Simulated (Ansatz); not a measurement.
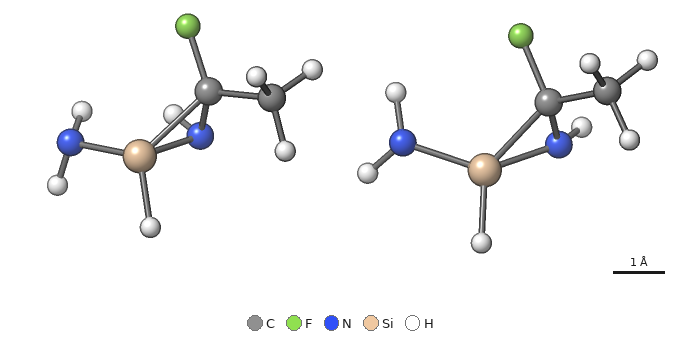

Two geometries of C2H7FN2Si, drawn at one scale. One is the start of a relaxation, the other its converged end. Style: ball-and-stick. Shown at a tilt.

Method: RKS BLYP-D4/6-31G* in Ansatz 0.2.0. (no spin polarisation; force threshold 0.015 eV/Å; at most 40 steps)

Which of the two is the end point?

Answer. The right one is the relaxed one. The run prepares an end point of a later path (inversion) calculation, from a guessed geometry. The energy falls by 168.0 kJ/mol in 14 geometry steps. The largest force component goes from 4.4 to 0.0055 eV/Å. The atom that moves furthest after the best rigid fit is an H atom (1.38 Å). By element the largest moves are H 1.38 Å, Si 0.56 Å, N 0.41 Å, F 0.26 Å, C 0.22 Å. Among the contacts that change: C–F 1.369 → 1.453 Å, H–N 0.970 → 1.025 Å, C–H 1.056 → 1.106 Å, C–H 1.138 → 1.102 Å. Bond angles that change, for instance: Si–N–H 103.4° → 148.1°, N–Si–N 95.9° → 127.4°, C–C–Si 120.8° → 138.0°. The run took 52 s on 2 threads of Intel(R) Xeon(R) Platinum 8259CL CPU @ 2.50GHz (Skylake/Cascade Lake), with other jobs on the host, peak memory 0.17 GiB.
